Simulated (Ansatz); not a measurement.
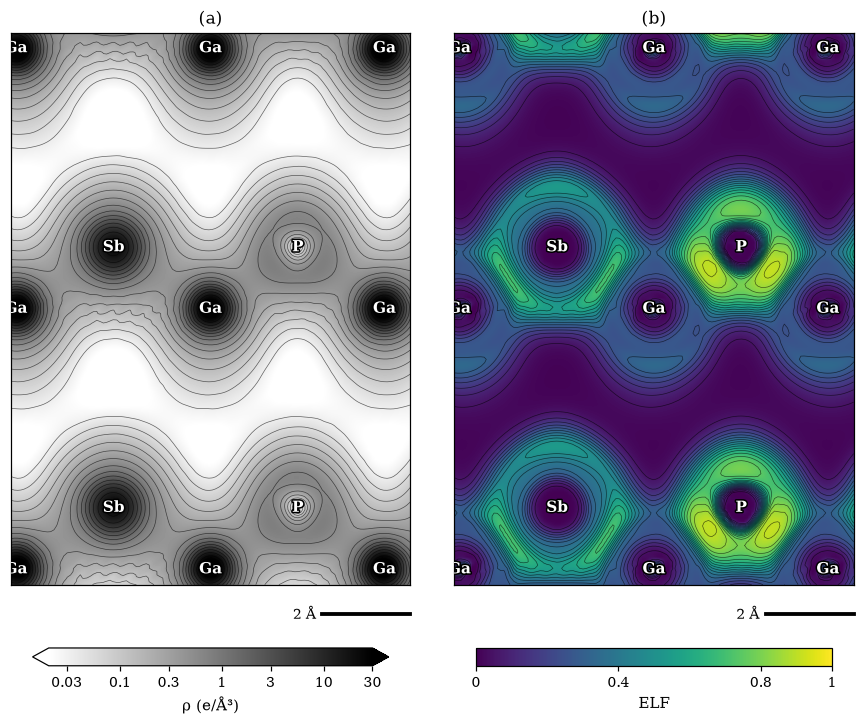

Figure 1: Ga4Sb3P. (a) valence pseudo-density; (b) electron localisation function on the (11̄0) plane of the calculation cell.

Space group P-43m; a generated structure, not necessarily the stable one.

These are results of Ansatz, DFT PBE, spin-orbit coupling, plane waves, PAW, not measurements.

**What do the fields say about this system?**

- The section cuts through Ga, P and Sb sites.
- Ga–P (2.43 Å): the density is about 0.49 e/Å³ at the midpoint; the ELF peaks at about 0.90 in the valence shell of P, 0.9 Å from its nucleus, and is about 0.75 at the midpoint.
- Ga–Sb (2.62 Å): ρ is about 0.44 e/Å³ halfway; the ELF peaks at about 0.70 between the atoms.
- Between the atoms the lowest density in this plane is 0.01 e/Å³.
